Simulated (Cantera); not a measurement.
Charge: 1 mol SiCl₄, 0.1 mol NO, 8.1 mol N₂, equilibrated at 68.0 Pa.

Cantera equilibrium calculation (NASA polynomials, part measured and part estimated; ideal gas, pure solids and liquids). Candidate condensed phases: Si, SiO₂, Si₂N₂O, Si₃N₄; 23 gas species. The tables' values for SiCl₃ are old estimates; treat these amounts as uncertain. The tables hold silica as quartz up to 1696 K and as liquid above; real silica turns to tridymite and cristobalite and melts near 1996 K. Rates play no part.

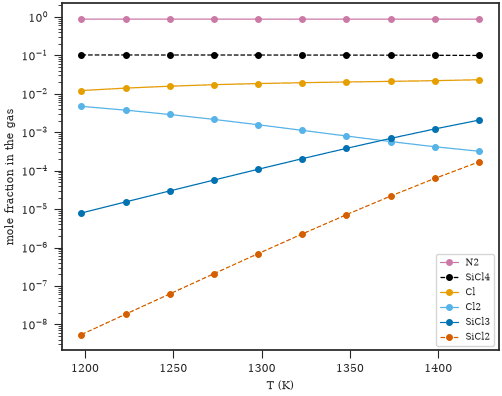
Figure: Equilibrium gas composition (values under 1e-9 drawn at 1e-9)

Question: Read off the mole fractions at 1223 K.

Answer: N₂ about 0.88, SiCl₄ about 0.10, Cl about 0.014, Cl₂ about 0.0038, SiCl₃ about 1.5e-5, SiCl₂ about 1.8e-8.
